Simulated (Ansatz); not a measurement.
## Electronic structure of H$_{5}$NOSi in real space

Input

```
crystal:
  periodic: [false, false, false]
  atoms:
    - { symbol: Si, position_ang: [0.0, 0.0, 0.0] }
    - { symbol: O, position_ang: [0.0, 0.0, 1.68] }
    - { symbol: H, position_ang: [-0.9095, -0.2814, 2.0171] }
    - { symbol: H, position_ang: [1.3768, 0.0, -0.4862] }
    - { symbol: "N", position_ang: [-0.8572, 1.4851, -0.6061] }
    - { symbol: H, position_ang: [-1.8773, 1.43, -0.8888] }
    - { symbol: H, position_ang: [-0.3367, 2.4058, -0.6766] }
    - { symbol: H, position_ang: [-0.6877, -1.1914, -0.4862] }
basis:
  gaussian: { orbitals: def2-SVP }
hamiltonian:
  xc: { name: BHLYP }
relax:
  f_tol: 0.02
  max_steps: 40
output:
  orbitals: {}
```

Command:

```sh
ansatz run input.yaml --threads 2 --pin off --max-ram 3072MiB --backend cpu --events-out ev --progress --plain --runs-dir out
```

The fields are those of the run's last geometry, not of the input's.

Computed with RKS BHLYP/def2-SVP (Ansatz).

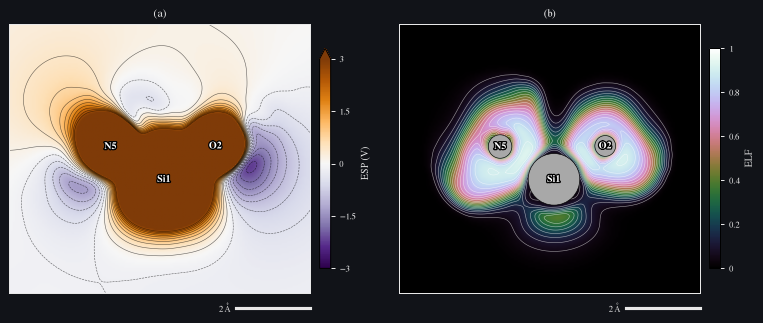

Figure 1. (a) electrostatic potential; (b) ELF on the plane of atoms O2, Si1 and N5. Grey discs cover the atomic cores in the ELF map.

Describe what can be read from this map.

Answer. The plane passes through Si, O and N nuclei. Si–O (1.66 Å): the ELF peaks at about 0.90 between the atoms, as expected for a polar covalent bond. Si–N (1.71 Å): the ELF peaks at about 0.95 between the atoms: a polar covalent bond. The ELF also peaks beside N5 and O2, away from the bonds: lone-pair regions. Outside the dense part of the molecule the potential is most negative (−2.2 V) near O2.

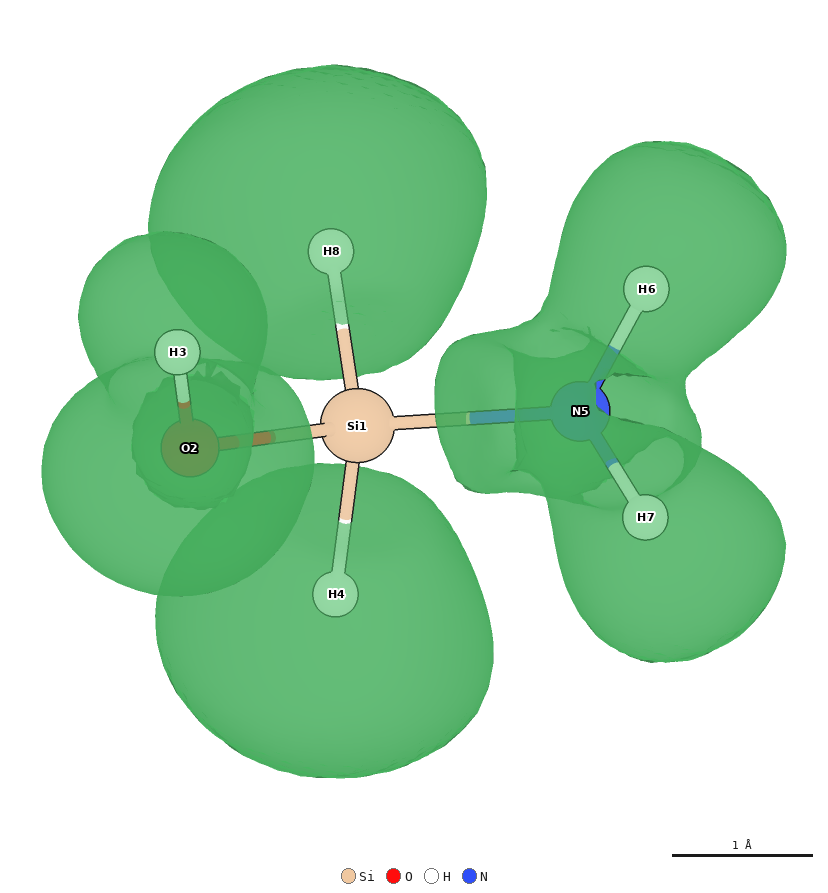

Figure 2. Isosurface of the ELF at 0.75 (green), seen from one side. Only the valence region is drawn (cores and ρ < 0.01 e/Å³ removed).

Identify the bonds, lone pairs and shells in this picture.

Answer. The surface consists of two regions around hydrogen nuclei, one joined region spread over several atoms (H, N), in which their bonds and any lone pairs are merged and one joined region spread over several atoms (H, O), in which their bonds and any lone pairs are merged.

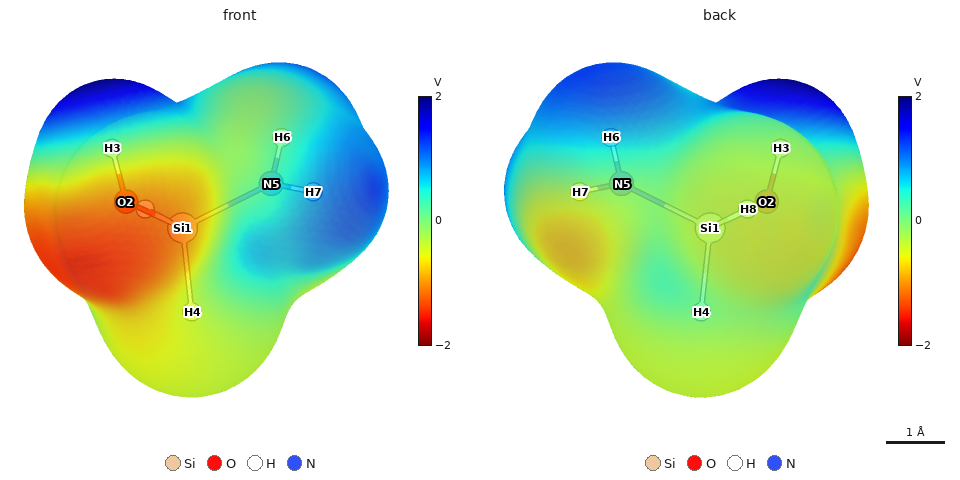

Figure 3. The electrostatic potential painted on the density surface at 0.001 e/bohr³, seen from the front and from behind; the colour scale runs from red (negative) to blue (positive).

Describe the electrostatic potential map.

Answer. The most negative region (about −1.6 V) lies over O2, the most positive (about +1.9 V) over H3. O2 is the likeliest acceptor of a hydrogen bond.
